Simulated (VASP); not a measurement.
Band structure of Bi₂TeSe₂ (space group R-3m). Calculation: LDA (Ceperley-Alder, Perdew-Zunger), VASP's LDA PAW potentials (set 64) (plane waves; VASP).

Unless said otherwise, spin-orbit coupling is left out, though it shifts the bands of the heavy elements here.

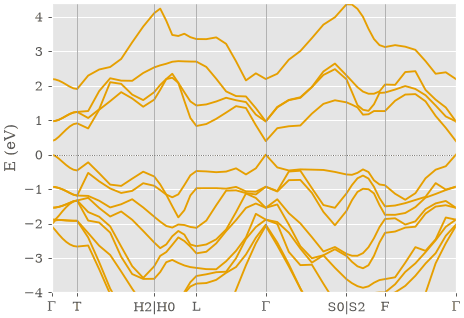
Bands along high-symmetry lines, zero at the valence-band maximum or, without a gap, the Fermi level

Q: Read the plot: is there a gap, and where are the band edges?

A: The gap is direct, 0.39 eV, from the valence maximum at Γ to the conduction minimum at Γ.

The structure comes from a measured Bi2TeSe2 entry of the Crystallography Open Database, whose conditions weren't checked. The cell was not relaxed at this level. The k-mesh is coarse (spacing up to 0.44 per Å, 2π included), so the numbers may not be converged in it.
